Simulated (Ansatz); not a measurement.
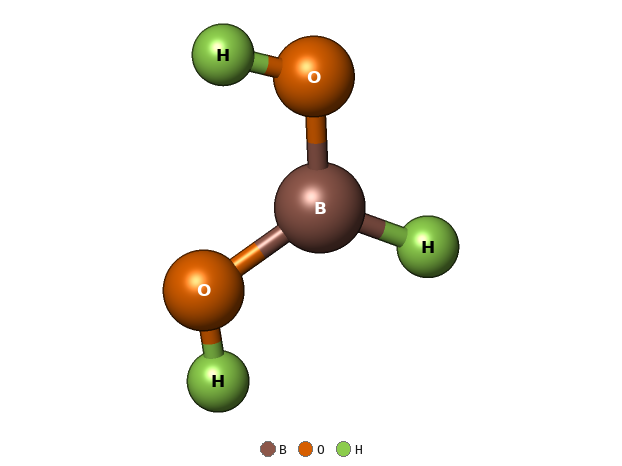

A ball-and-stick model of a molecule.

Which formula does it have?

Answer. BH3O2, 6 atoms: 1 boron, 3 hydrogen and 2 oxygen.

Give the symmetry (Schoenflies symbol).

Answer. Cs.

More results for the same structure follow; atom numbers are the same in all pictures, views and colours differ. Computed geometry: PBE0-D4/def2-TZVP optimisation.

**Electronic properties**

Method: RKS PBE0-D4/def2-TZVPP (Ansatz 0.2.0).

Computed properties:

- HOMO energy (Kohn–Sham orbital): −9.41 eV
- LUMO energy (Kohn–Sham orbital): 0.92 eV
- HOMO–LUMO gap: 10.33 eV

**Dipole moment**

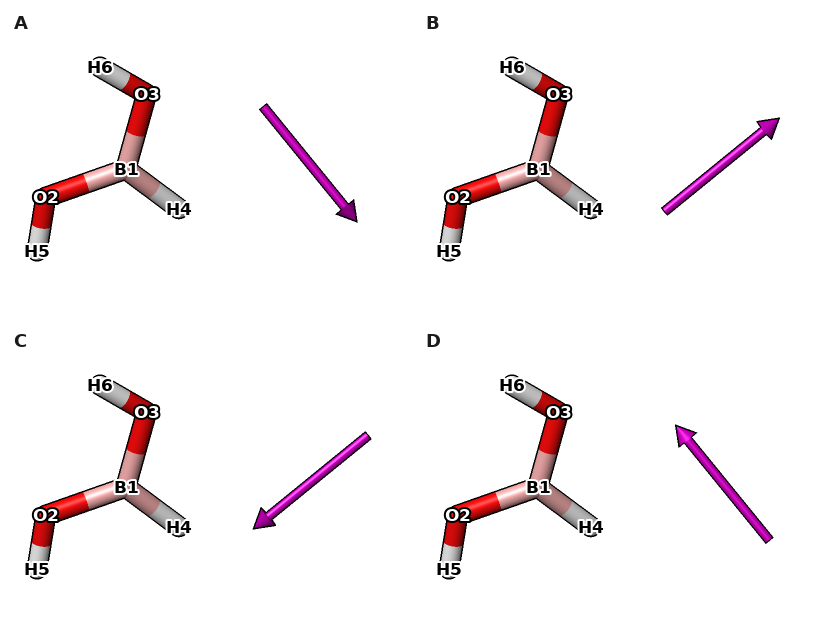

The same molecule four times, each with an arrow. Level of theory: RKS PBE0-D4/def2-TZVP (Ansatz 0.2.0).

Which arrow points along the dipole moment, from the negative to the positive end?

Answer. C. The dipole moment is 1.57 D; it points from the side of O3 to the side of H5 (the outermost atoms at the two ends).

**Charges**

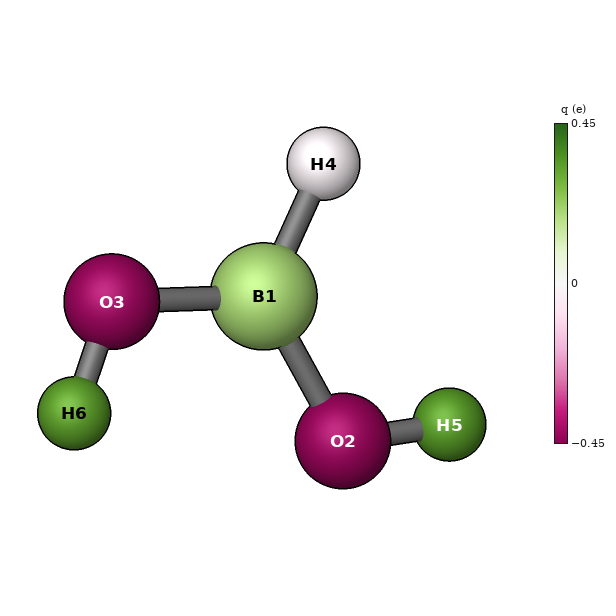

Atoms are coloured by their Mulliken charges. Method: RKS PBE0-D4/def2-TZVP (Ansatz 0.2.0).

List the Mulliken charges.

```csv
atom,value (e)
B1,0.20
O2,−0.42
O3,−0.42
H4,−0.02
H5,0.34
H6,0.33
```

**Vibrations**

Harmonic vibrations computed with RKS PBE0-D4/def2-TZVP (Ansatz 0.2.0) at a stationary point of the same level.

List the wavenumbers.

Answer. 12 modes: 476, 531, 636, 927, 966, 1008, 1113, 1249, 1467, 2626, 3854, 3916 cm⁻¹.

Mulliken values depend strongly on the basis set and can even reverse the polarity of a bond.
